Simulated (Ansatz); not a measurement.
Consider Li···Li···Li (charge +1, triplet).

```yaml
atoms:
  - { symbol: Li, position_ang: [3.1007, -0.4048, -0.7747] }
  - { symbol: Li, position_ang: [-0.0002, -0.0002, -0.0005] }
  - { symbol: Li, position_ang: [-3.1006, 0.4050, 0.7752] }
```

Geometry: r2SCAN/def2-TZVP.

The calculation used Ansatz 0.2.0, UKS PBE0/def2-TZVP.

Question: What can the converged electron density, electron localisation function and spin density tell about the bonding?

Answer: Li1···Li2 (3.22 Å): the density falls to about 0.05 e/Å³ on the way; the ELF peaks at about 1 between the atoms.
Li–Li (3.22 Å): the density is about 0.05 e/Å³ at the midpoint; the ELF peaks at about 1 between the atoms.
The unpaired spin (2 electrons) lies mostly on Li2 (about 0.8), Li1 (about 0.6) and Li3 (about 0.6), in electrons by Hirshfeld's partition.

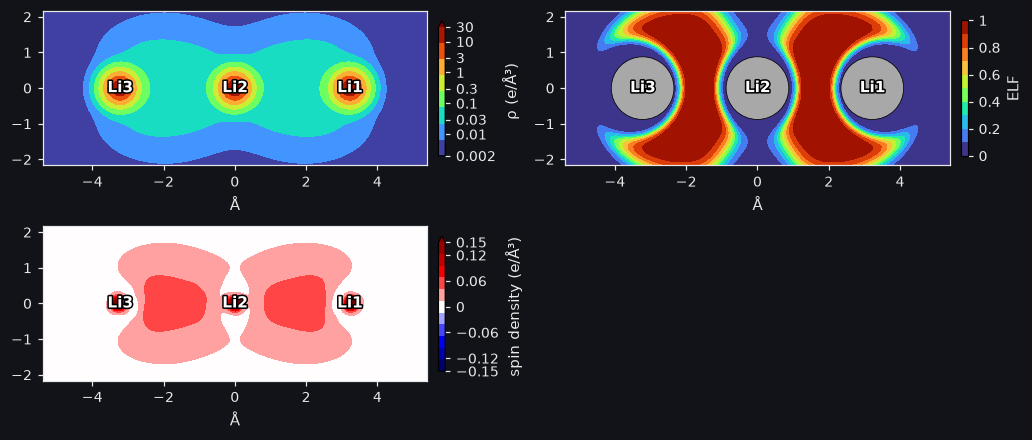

Computed electron density, electron localisation function and spin density on a plane that holds the molecular axis, in this order. Grey discs cover the atomic cores in the ELF map. 
